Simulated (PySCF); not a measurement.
# I(3+): interval between two levels with spin-orbit coupling

Wanted: the interval between two levels of iodine, up a ladder of methods.

The numbers are computed with PySCF 2.14.0 (two-component X2C-1e, generalised determinants), except any that are marked as measured or tabulated.

### 1 The system

| Item | Value |
| --- | --- |
| Element | iodine (Z = 53) |
| Basis | x2c-SVPall-2c with one added diffuse shell each of s, p type (7s9p4d, 54 functions) |
| Hamiltonian | two-component X2C-1e, Gaussian nucleus, no Breit or QED terms; spin-orbit coupling, run by run: off; screened by Boettger's factors |
| Core shells frozen in the correlated runs | [Ar] 3d10 (for I(3+)) |
| State 1 | I(3+) 4d10 5s1 5p2 6s1 5P3: [Kr] 4d10 5s1 5p2 6s1; 5s1/2 filled at m_j = +1/2; 5p3/2 filled at m_j = +1/2, +3/2; 6s1/2 filled at m_j = +1/2 |
| Needed too, but not shown | I(3+) [Kr] 4d10 5s2 5p2 (3P) |
| Methods | GHF, GMP2 |

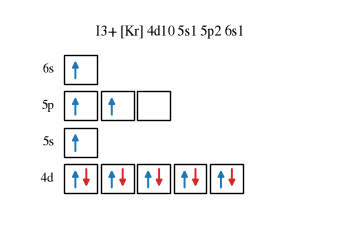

The shells outside the core, filled by Hund's rule for the drawing.

All steps ran in one process of a driver on top of PySCF, which takes the settings above as its task.

It was started by

```sh
OMP_NUM_THREADS=1 python sorun2.py TASK.json OUT
```

The integrals over 54 functions and the set-up took 1.4 s of CPU time.

### 2 I(3+) 4d10 5s1 5p2 6s1 5P3: the ladder of methods

**GHF (spin-free)**

The program printed:

```text
cycle= 1 E= -7107.8355868708  delta_E= -7.11e+03  |FDS-SDF|= 0.0167
cycle= 2 E= -7107.8557336265  delta_E= -0.0201  |FDS-SDF|= 0.00409
cycle= 3 E= -7107.8565303729  delta_E= -0.000797  |FDS-SDF|= 0.000736
cycle= 4 E= -7107.8565799277  delta_E= -4.96e-05  |FDS-SDF|= 0.000248
cycle= 5 E= -7107.8566382654  delta_E= -5.83e-05  |FDS-SDF|= 0.000307
cycle= 6 E= -7107.8565116775  delta_E= 0.000127  |FDS-SDF|= 0.000129
cycle= 7 E= -7107.8564845931  delta_E= 2.71e-05  |FDS-SDF|= 8.54e-06
cycle= 8 E= -7107.8564845803  delta_E= 1.28e-08  |FDS-SDF|= 1.85e-06
cycle= 9 E= -7107.8564845804  delta_E= -9.55e-11  |FDS-SDF|= 3.39e-07
```

Time after the integrals: 0.43 s (1 thread of Neoverse-V2, shared host).

Occupied spinors (without spin-orbit coupling the j labels only name the start):

```
spinor shell  electrons  mean energy (eV)  weight of the nominal j  rms radius (bohr)
       1s1/2          2          -33369.8                    1.000             0.0312
       2s1/2          2           -5288.7                    1.000              0.127
       2p3/2          4           -4745.4                    0.833              0.113
       2p1/2          2           -4745.3                    0.667              0.113
       3s1/2          2           -1142.0                    1.000              0.334
       3p3/2          4           -961.52                    0.833              0.335
       3p1/2          2           -961.48                    0.667              0.335
       3d5/2          6           -691.36                    0.800              0.313
       3d3/2          4           -691.37                    0.700              0.313
       4s1/2          2           -249.99                    1.000              0.788
       4p3/2          4           -190.82                    0.833              0.842
       4p1/2          2           -190.74                    0.667              0.844
       4d5/2          6           -101.25                    0.800              0.989
       4d3/2          4           -101.25                    0.700              0.987
       5s1/2          1           -59.579                    1.000               1.92
       5p3/2          2           -44.520                    0.833               2.19
       6s1/2          1           -21.823                    0.999               4.10
```

M_J = 3, ⟨J²⟩ = 12.008, ⟨L²⟩ = 2.007, ⟨S²⟩ = 6.001.

**GMP2 (spin-free)**

The driver printed no log here.

It took 0.18 s on 1 thread of Neoverse-V2, shared host, the integrals not counted.

With 22 electrons correlated and 6 very high virtual spinors dropped, the MP2 correlation energy is -0.06493 hartree. Largest pairs: 4d5/2-4p3/2 -0.0066, 5p3/2-6s1/2 -0.0061, 4d3/2-4d5/2 -0.0054, 4p1/2-4p3/2 -0.0048, 4d3/2-4p3/2 -0.0044.

**GHF (screened spin-orbit)**

The program printed:

```text
cycle= 1 E= -7109.9009693914  delta_E= -7.11e+03  |FDS-SDF|= 0.0332
cycle= 2 E= -7109.9268454136  delta_E= -0.0259  |FDS-SDF|= 0.00525
cycle= 3 E= -7109.9287667941  delta_E= -0.00192  |FDS-SDF|= 0.00277
cycle= 4 E= -7109.9295794166  delta_E= -0.000813  |FDS-SDF|= 0.00183
cycle= 5 E= -7109.9303629915  delta_E= -0.000784  |FDS-SDF|= 0.000847
cycle= 6 E= -7109.9309920624  delta_E= -0.000629  |FDS-SDF|= 0.000814
cycle= 7 E= -7109.9301617818  delta_E= 0.00083  |FDS-SDF|= 0.00041
cycle= 8 E= -7109.9299261712  delta_E= 0.000236  |FDS-SDF|= 4.41e-05
cycle= 9 E= -7109.9299269713  delta_E= -8e-07  |FDS-SDF|= 2.24e-05
cycle= 10 E= -7109.9299270662  delta_E= -9.49e-08  |FDS-SDF|= 1.6e-05
cycle= 11 E= -7109.9299273403  delta_E= -2.74e-07  |FDS-SDF|= 8.2e-06
cycle= 12 E= -7109.9299274231  delta_E= -8.28e-08  |FDS-SDF|= 6.92e-07
cycle= 13 E= -7109.9299274240  delta_E= -8.29e-10  |FDS-SDF|= 2.4e-07
```

It took 0.57 s on 1 thread of Neoverse-V2, shared host, the integrals not counted.

The outer occupied spinors:

```
spinor shell  electrons  mean energy (eV)  weight of the nominal j  rms radius (bohr)
       4s1/2          2           -249.98                    1.000              0.788
       4p1/2          2           -198.63                    0.998              0.827
       4p3/2          4           -187.27                    0.999              0.851
       4d3/2          4           -102.37                    0.950              0.987
       4d5/2          6           -100.53                    0.967              0.989
       5s1/2          1           -59.501                    1.000               1.92
       5p3/2          2           -44.332                    0.751               2.19
       6s1/2          1           -21.827                    0.999               4.10
```

M_J = 3, ⟨J²⟩ = 12.009, ⟨L²⟩ = 2.143, ⟨S²⟩ = 5.906. Rows whose weight is well below 1 mix j = l ± 1/2: exchange competes with spin-orbit coupling there.

**GMP2 (screened spin-orbit)**

No log was kept for this step.

Time after the integrals: 0.18 s (1 thread of Neoverse-V2, shared host).

With 22 electrons correlated and 6 very high virtual spinors dropped, the MP2 correlation energy is -0.06593 hartree. Largest pairs: 4d5/2-4p3/2 -0.0067, 5p3/2-6s1/2 -0.0064, 4d3/2-4d5/2 -0.0057, 4p1/2-4p3/2 -0.0049, 4d3/2-4p3/2 -0.0047.

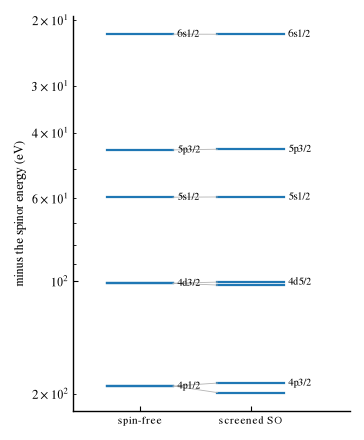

The highest 7 spinor levels of I(3+) 4d10 5s1 5p2 6s1 5P3 on a logarithmic scale, without and with spin-orbit coupling.

### 3 The energy differences

Interval between two levels: I(3+) [Kr] 4d10 5s2 5p2 [5p3/2^2, M_J = 2] → I(3+) [Kr] 4d10 5s1 5p2 6s1 [5s1/2^1 5p3/2^2 6s1/2^1, M_J = 3].

```
                    method  value (eV)
           GHF (spin-free)      26.196
          GMP2 (spin-free)      26.885
 GHF (screened spin-orbit)      26.482
GMP2 (screened spin-orbit)      27.126
```

The differences also use runs on I(3+) [Kr] 4d10 5s2 5p2 (3P), which are not shown here.

### 4 Results

| quantity | value |
| --- | --- |
| interval between two levels, I(3+) → 4d10 5s1 5p2 6s1 5P3 | GHF (spin-free) 26.196, GMP2 (screened spin-orbit) 27.126 eV |

In words: The methods span 0.929 eV, from GHF (spin-free) (26.196) to GMP2 (screened spin-orbit) (27.126). No reference value is at hand in this session. Spin-orbit coupling moves the difference by +0.240 eV at GMP2. All values hold for this basis alone; no basis-set limit was taken.
